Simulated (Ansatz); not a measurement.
The end point of a relaxation of GaCuSe2. Level of theory: PBEsol (plane waves to 420 eV, PAW, scalar-relativistic; Ansatz, a first-principles code).

I-42d (No. 122), tI16, chalcopyrite type; a = b = 5.5714 Å, c = 11.0723 Å, α = β = γ = 90.00°.

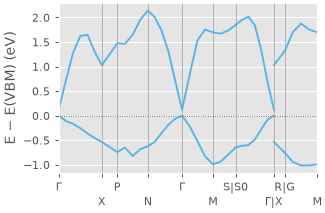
*Highest filled and lowest empty band along the path of this cell's Brillouin zone*

Q: Read off the gap and say whether it is direct.

A: 0.12 eV, direct at Γ (no spin-orbit coupling).

Q: How far does the top valence band disperse along this path?

A: About 1.0 eV.

No spin polarisation in the result.

The run could not lose the symmetry of its start.
